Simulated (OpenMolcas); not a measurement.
# Multiconfigurational calculation, with input and output: Cr³⁺ complex

- system: Cr³⁺ with 6 ligands (F; octahedron, 2.058 Å), embedded in Cs2NaYF6 by model potentials and point charges, whose field is part of the energies.
- method: state-averaged SS-CASPT2, IPEA shift 0.25, imaginary shift 0.1 hartree, closed shells 3s 3p of the metal and the valence shells of the ligands correlated, active space 3 electrons in the shell 3d, basis ANO-RCC-VDZP on the metal and ANO-RCC-VDZP on the ligands, DKH2 scalar Hamiltonian, spin-orbit coupling by RASSI with atomic mean-field integrals (OpenMolcas)

**The program's output (extracts)**
```
--- CASPT2 ---
Orbital specifications:
      -----------------------

      Symmetry species                           1   2
                                                ag  au
      Frozen orbitals                            5   6
      Inactive orbitals                         13  15
      Active orbitals                            5   0
      Secondary orbitals                        46  52
      Deleted orbitals                           0   0
      Number of basis functions                 69  73
Type of calculation                        SS-CASPT2
      Fock operator                              state-specific
      IPEA shift                                 0.25
      Real shift                                 0.00
      Imaginary shift                            0.10
      The input orbitals will be transformed to quasi-canonical
Reference energy:       -1648.1584720965
      E2 (Non-variational):      -1.5818293702
      Shift correction:          -0.0010895449
      E2 (Variational):          -1.5829189152
      Total energy:           -1649.7413910116
      Residual norm:              0.0000002800
      Reference weight:           0.72777
      Contributions to the CASPT2 correlation energy
      Active & Virtual Only:         -0.0174310437
      One Inactive Excited:          -0.1478792216
      Two Inactive Excited:          -1.4165191049
Reference energy:       -1648.1091428355
      E2 (Non-variational):      -1.5735501709
      Shift correction:          -0.0010741591
      E2 (Variational):          -1.5746243300
      Total energy:           -1649.6837671655
      Residual norm:              0.0000004033
      Reference weight:           0.72956
      Contributions to the CASPT2 correlation energy
      Active & Virtual Only:         -0.0167268802
      One Inactive Excited:          -0.1503340375
      Two Inactive Excited:          -1.4064892532
::    CASPT2 Root  1     Total energy:  -1649.74139101
::    CASPT2 Root  2     Total energy:  -1649.68376717
::    CASPT2 Root  3     Total energy:  -1649.68384725
::    CASPT2 Root  4     Total energy:  -1649.68378443
::    CASPT2 Root  5     Total energy:  -1649.65568196
::    CASPT2 Root  6     Total energy:  -1649.65569779
::    CASPT2 Root  7     Total energy:  -1649.65568282
::    CASPT2 Root  8     Total energy:  -1649.60690564
::    CASPT2 Root  9     Total energy:  -1649.60681584
::    CASPT2 Root 10     Total energy:  -1649.60678902
--- CASPT2 ---
Orbital specifications:
      -----------------------

      Symmetry species                           1   2
                                                ag  au
      Frozen orbitals                            5   6
      Inactive orbitals                         13  15
      Active orbitals                            5   0
      Secondary orbitals                        46  52
      Deleted orbitals                           0   0
      Number of basis functions                 69  73
Type of calculation                        SS-CASPT2
      Fock operator                              state-specific
      IPEA shift                                 0.25
      Real shift                                 0.00
      Imaginary shift                            0.10
      The input orbitals will be transformed to quasi-canonical
Reference energy:       -1648.0705004144
      E2 (Non-variational):      -1.6002448476
      Shift correction:          -0.0011198506
      E2 (Variational):          -1.6013646981
      Total energy:           -1649.6718651125
      Residual norm:              0.0000001861
      Reference weight:           0.72423
      Contributions to the CASPT2 correlation energy
      Active & Virtual Only:         -0.0219257514
      One Inactive Excited:          -0.1542534636
      Two Inactive Excited:          -1.4240656326
Reference energy:       -1648.0705004143
      E2 (Non-variational):      -1.6006684969
      Shift correction:          -0.0011209863
      E2 (Variational):          -1.6017894832
      Total energy:           -1649.6722898975
      Residual norm:              0.0000002043
      Reference weight:           0.72413
      Contributions to the CASPT2 correlation energy
      Active & Virtual Only:         -0.0219283190
      One Inactive Excited:          -0.1546726229
      Two Inactive Excited:          -1.4240675551
::    CASPT2 Root  1     Total energy:  -1649.67186511
::    CASPT2 Root  2     Total energy:  -1649.67228990
::    CASPT2 Root  3     Total energy:  -1649.66740701
::    CASPT2 Root  4     Total energy:  -1649.66741116
::    CASPT2 Root  5     Total energy:  -1649.66742273
::    CASPT2 Root  6     Total energy:  -1649.64342767
::    CASPT2 Root  7     Total energy:  -1649.64342999
::    CASPT2 Root  8     Total energy:  -1649.64342941
::    CASPT2 Root  9     Total energy:  -1649.63114441
::    CASPT2 Root 10     Total energy:  -1649.61479586
::    CASPT2 Root 11     Total energy:  -1649.61488186
::    CASPT2 Root 12     Total energy:  -1649.61483083
::    CASPT2 Root 13     Total energy:  -1649.60972086
::    CASPT2 Root 14     Total energy:  -1649.60963689
::    CASPT2 Root 15     Total energy:  -1649.60975534
::    CASPT2 Root 16     Total energy:  -1649.60577445
::    CASPT2 Root 17     Total energy:  -1649.60608256
::    CASPT2 Root 18     Total energy:  -1649.58953662
::    CASPT2 Root 19     Total energy:  -1649.58953769
::    CASPT2 Root 20     Total energy:  -1649.58953222
::    CASPT2 Root 21     Total energy:  -1649.55037058
::    CASPT2 Root 22     Total energy:  -1649.55038722
::    CASPT2 Root 23     Total energy:  -1649.55005735
::    CASPT2 Root 24     Total energy:  -1649.55504727
::    CASPT2 Root 25     Total energy:  -1649.55505201
::    CASPT2 Root 26     Total energy:  -1649.55504641
::    CASPT2 Root 27     Total energy:  -1649.55016606
::    CASPT2 Root 28     Total energy:  -1649.54452453
::    CASPT2 Root 29     Total energy:  -1649.54445064
::    CASPT2 Root 30     Total energy:  -1649.54456690
```

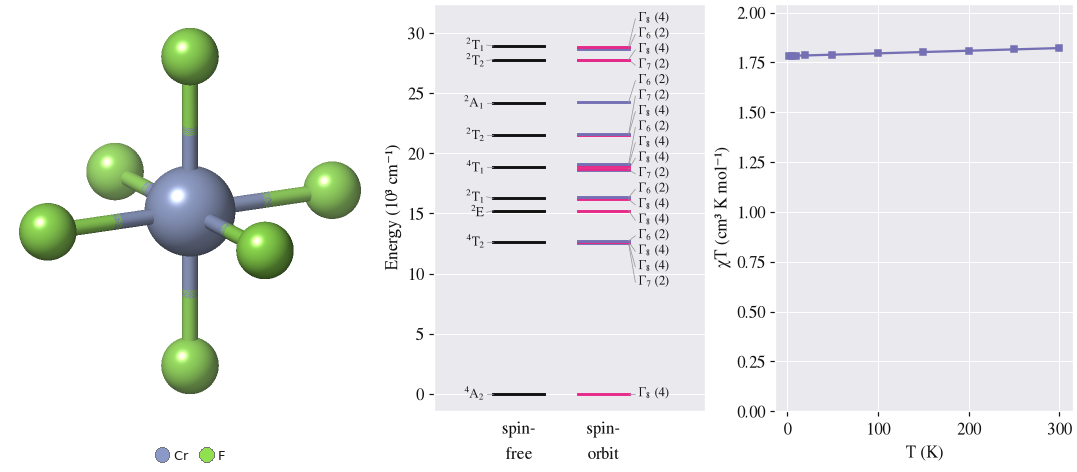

*Cr³⁺ (3d³) as a dopant in Cs₂NaYF₆, a cluster with its 6 nearest F⁻ at 2.058 Å (octahedron) embedded in model potentials and point charges; the geometry was set, not optimised, and its levels and susceptibility. Labels give the representation in O, Td, D4 or D3 as the site allows (double group for half-integer spin) where it could be assigned and, in brackets, the degeneracy; spin-free states, where drawn, share the zero of the spin-orbit levels. Powder susceptibility by Van Vleck's formula.*

The ground level is Γ₈, 4-fold degenerate, 100 % from states of spin multiplicity 4. The next level lies at 12,500 cm⁻¹ (Γ₇). The lowest spin-free state is ⁴A₂, from the free-ion F term; of the same spin there follow at 12,600 cm⁻¹ (⁴T₂) and 18,800 cm⁻¹ (⁴T₁) above it. χT is 1.78 cm³ K mol⁻¹ at 2 K and 1.82 at 300 K, an effective moment of 3.82 μB.

**The input**
```
&GATEWAY
Basis set
Cr.ANO-RCC-VDZP.
Cr1 0.0 0.0 0.0 Angstrom
End of basis
Basis set
F.ANO-RCC-VDZP.
L1 2.058000 0.000000 0.000000 Angstrom
L2 0.000000 2.058000 0.000000 Angstrom
L3 0.000000 0.000000 2.058000 Angstrom
End of basis
Basis set
Na.EMB-AIMP.Ruiperez.7s4p.1s1p.ECP.Cs2NaYF6.
PseudoCharge
* 3 symmetry-unique lattice sites within 7.6 angstrom
End of basis
Basis set
Cs.EMB-AIMP.Ruiperez.0s.0s.ECP.Cs2NaYF6.
PseudoCharge
* 16 symmetry-unique lattice sites within 7.6 angstrom
End of basis
Basis set
F.EMB-AIMP.Ruiperez.0s.0s.ECP.Cs2NaYF6.
PseudoCharge
* 27 symmetry-unique lattice sites within 7.6 angstrom
End of basis
Basis set
Y.EMB-AIMP.Ruiperez.0s.0s.ECP.Cs2NaYF6.
PseudoCharge
* 6 symmetry-unique lattice sites within 7.6 angstrom
End of basis
Symmetry
XYZ
AngMom=0.0 0.0 0.0
AMFI
RICD
XField
1537 Angstrom 0
* Evjen-weighted lattice charges
&SEWARD
&RASSCF
FileOrb=start.orb
Symmetry=1
Spin=4
nActEl=3 0 0
Inactive=18 21
Ras2=5 0
CIRoot=10 10 1
SDav=10
CIMx=300
Iter=150 100
PrWF=0.3
OrbListing=Nothing
MaxOrb=0
LevShft=1.0
>>> COPY $Project.JobIph JOB001
&RASSCF
FileOrb=start.orb
Symmetry=1
Spin=2
nActEl=3 0 0
Inactive=18 21
Ras2=5 0
CIRoot=40 40 1
SDav=40
CIMx=300
Iter=150 100
PrWF=0.3
OrbListing=Nothing
MaxOrb=0
LevShft=1.0
>>> COPY $Project.JobIph JOB002
&RASSI
NrOfJobIphs=2 10 40
1 2 3 4 5 6 7 8 9 10
1 2 3 4 5 6 7 8 9 10 11 12 13 14 15 16 17 18 19 20 21 22 23 24 25 26 27
28 29 30 31 32 33 34 35 36 37 38 39 40
IphNames
JOB001
JOB002
EJob
SpinOrbit
DIPRint=1.0
SOCoupling=1000.0
Subsets=2
Property=9
'ANGMOM' 1 'ANGMOM' 2 'ANGMOM' 3 'MLTPL  1' 1 'MLTPL  1' 2 'MLTPL  1' 3
'AMFI' 1 'AMFI' 2 'AMFI' 3
SOProperty=3
'ANGMOM' 1 'ANGMOM' 2 'ANGMOM' 3
>>> COPY JOB001 $Project.JobIph
&CASPT2
Multistate=10 1 2 3 4 5 6 7 8 9 10
NoMult
Frozen=5 6
IPEA=0.25
Imaginary=0.1
MaxIter=60
WThr=0.0 0.3 0.05
PrWF=0.5
NoMix
>>> COPY JOB002 $Project.JobIph
&CASPT2
Multistate=40 1 2 3 4 5 6 7 8 9 10 11 12 13 14 15 16 17 18 19 20 21 22
23 24 25 26 27 28 29 30 31 32 33 34 35 36 37 38 39 40
NoMult
Frozen=5 6
IPEA=0.25
Imaginary=0.1
MaxIter=60
WThr=0.0 0.3 0.05
PrWF=0.5
NoMix
```

The file start.orb holds starting orbitals from an earlier step. A driver script formed the levels outside the program, from RASSI's spin-orbit matrix and the CASPT2 energies (for multi-state variants, the effective Hamiltonian), averaged over the components of each term or state. The log and the time are those of the CASPT2 step.

Command:
```bash
OMP_NUM_THREADS=1 MOLCAS_MEM=2457 MOLCAS_PROJECT=a pymolcas a.inp > a.log  # once for each step of the input, in one work folder
```

**Results in brief**

- outcome: converged
- energy of the lowest spin-free term: −1649.74139 hartree
- energy of the lowest spin-orbit level: −1649.74147 hartree
- CASPT2 correlation energy: −1.5829 hartree
- largest spread among components of a term: 142.3 cm⁻¹
- lowest reference weight: 0.718
- hardware: 1 thread of Arm Neoverse V2, 24 GiB of memory available, shared host
- wall time: 2.3 min
- peak memory: 0.18 GiB

**Notes**

The components of ²T1, which symmetry makes degenerate, are split by 142 cm⁻¹ in CASPT2, and those of 3 more by over 50 cm⁻¹. This is an artefact; the levels of such states rest on averages and are uncertain by about as much. To bear in mind: the geometry is set by hand, with no relaxation.
